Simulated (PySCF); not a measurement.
# Sm2S3: other functionals and bases at one geometry

Aim: see how levels, charges and forces of Sm2S3 depend on the level of theory. It is a constructed species; whether it can be made isn't addressed.

The runs use PySCF 2.14.0; several levels, as the steps say, no spin–orbit coupling.

4 further runs of the same task are left out: 2 for a known fault of the program, 2 that didn't finish.

## 1. The system as given

5 atoms, charge 0, spin multiplicity 1.

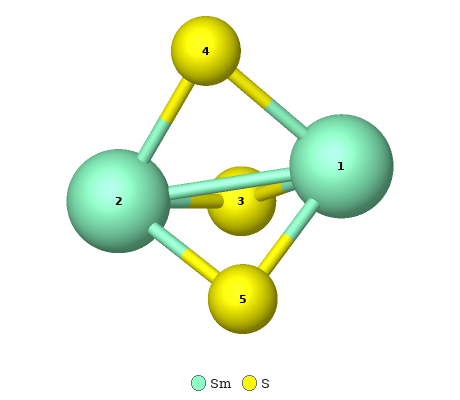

The structure; samarium green, sulfur yellow; atoms are numbered from 1 in the order of the file.

As a file:

```xyz
5
S3Sm2
Sm    0.0000    0.0000    1.5943
Sm    0.0000    0.0000   -1.5943
S     2.0610    0.0000    0.0000
S    -1.0305    1.7849    0.0000
S    -1.0305   -1.7848    0.0000
```

Formal oxidation states: Sm +3. Each metal's 5 4f electrons lie in its core potential, so multiplicities, spins and levels count the valence alone. An earlier session relaxed this geometry at r2SCAN, Sm lcecp-1-SVP with ECP51, S def2-SVP (singlet, point group D3h).

At r2SCAN on the finer grid: E = -1263.884398 Eh, HOMO -4.38 eV, LUMO -2.28 eV, Mulliken charge on Sm1 +0.79 e, largest force component 0.009 eV/Å. 

Levels to run: wB97X; M06-L; BLYP; CAM-B3LYP; r2SCAN, TZVP. Hardware: 2 threads of Arm Neoverse V1, shared host.

## 2. wB97X

run.py (the lines that set the calculation) reads:

```python
mol = gto.M(atom='''
Sm     0.00000     0.00000     1.59429
Sm     0.00000     0.00000    -1.59429
S      2.06096    -0.00001     0.00000
S     -1.03048     1.78485     0.00000
S     -1.03049    -1.78484     0.00000''',
    basis={'Sm': 'lcecp-1-SVP', 'S': 'def2-SVP'},
    ecp={'Sm': 'lcecp-1-SVP'},
    charge=0, spin=0)
mf = dft.RKS(mol, xc='WB97X')
mf.grids.atom_grid = (75, 302)  # f atoms: unpruned, at least (60, 302)
mf = mf.density_fit()  # fitting sets: Sm AutoAux, S def2-universal-JKFIT
mf.conv_tol = 1e-08; mf.max_cycle = 55
mf.kernel(dm0)  # dm0: the density of the relaxed state
```

The run is started by

```bash
> OMP_NUM_THREADS=2 python run.py
```

## 3. M06-L

run.py (the lines that set the calculation): that of step 2 with these lines changed.

```diff
@@ -9,3 +9,3 @@
     charge=0, spin=0)
-mf = dft.RKS(mol, xc='WB97X')
+mf = dft.RKS(mol, xc='M06L')
 mf.grids.atom_grid = (75, 302)  # f atoms: unpruned, at least (60, 302)
```

## 4. BLYP

run.py (the lines that set the calculation): that of step 3 with these lines changed.

```diff
@@ -9,3 +9,3 @@
     charge=0, spin=0)
-mf = dft.RKS(mol, xc='M06L')
+mf = dft.RKS(mol, xc='BLYP')
 mf.grids.atom_grid = (75, 302)  # f atoms: unpruned, at least (60, 302)
```

## 5. CAM-B3LYP

run.py (the lines that set the calculation): that of step 4 with these lines changed.

```diff
@@ -9,3 +9,3 @@
     charge=0, spin=0)
-mf = dft.RKS(mol, xc='BLYP')
+mf = dft.RKS(mol, xc='CAMB3LYP')
 mf.grids.atom_grid = (75, 302)  # f atoms: unpruned, at least (60, 302)
```

## 6. r2SCAN, TZVP

Basis: Sm lcecp-1-TZVP with ECP51, S def2-TZVP. 

run.py (the lines that set the calculation) reads:

```python
mol = gto.M(atom='''
Sm     0.00000     0.00000     1.59429
Sm     0.00000     0.00000    -1.59429
S      2.06096    -0.00001     0.00000
S     -1.03048     1.78485     0.00000
S     -1.03049    -1.78484     0.00000''',
    basis={'Sm': 'lcecp-1-TZVP', 'S': 'def2-TZVP'},
    ecp={'Sm': 'lcecp-1-TZVP'},
    charge=0, spin=0)
mf = dft.RKS(mol, xc='R2SCAN')
mf.grids.atom_grid = (75, 302)  # f atoms: unpruned, at least (60, 302)
mf = mf.density_fit()  # fitting sets: Sm AutoAux, S def2-universal-JKFIT
mf.conv_tol = 1e-08; mf.max_cycle = 55
mf.kernel(dm0)  # dm0: free metal ions and neutral atoms
```

Before running it: what results should come out? Wanted: for each run, HOMO; gap; charge on Sm1; dipole; largest force.

As calculated:

| level | state | HOMO (eV) | gap (eV) | charge on Sm1 (e) | dipole (D) | largest force (eV/Å) | basis functions | time |
| --- | --- | --- | --- | --- | --- | --- | --- | --- |
| r2SCAN (relaxed here) | singlet | -4.38 | 2.11 | 0.79 | 0.00 | 0.01 | 120 | 38 s |
| wB97X | singlet | -7.12 | 6.93 | 0.81 | 0.00 | 0.23 | 120 | 15 s |
| M06-L | singlet | -4.20 | 2.06 | 0.96 | 0.01 | 0.12 | 120 | 14 s |
| BLYP | singlet | -3.99 | 1.66 | 0.60 | 0.00 | 0.51 | 120 | 10 s |
| CAM-B3LYP | singlet | -6.19 | 4.98 | 0.75 | 0.00 | 0.10 | 120 | 14 s |
| r2SCAN, TZVP | singlet | -4.44 | 2.19 | 1.13 | 0.00 | 0.17 | 205 | 34 s |

Times are on 2 threads of Arm Neoverse V1, shared host; the first row also made further properties.

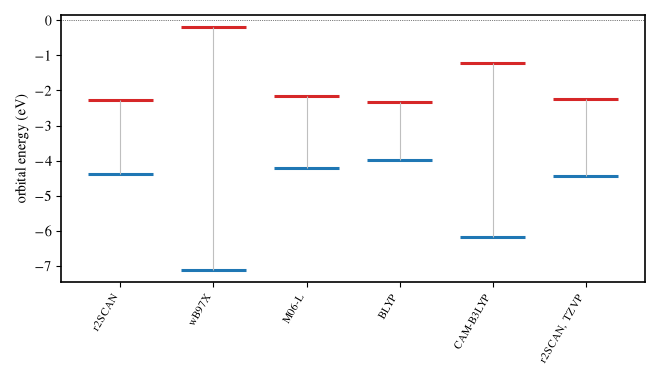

Highest filled and lowest empty level, method by method.

In one basis the HOMO–LUMO gap runs from 1.66 eV (BLYP) to 6.93 eV (wB97X). The largest leftover force, 0.51 eV/Å with BLYP, stands at a geometry relaxed at another level. The Mulliken charge on Sm spans +0.60 to +1.13 e over the levels. With 4f in the core, its levels are missing from HOMO and gap. Total energies of different levels can't be compared. Spin–orbit coupling is left out throughout.
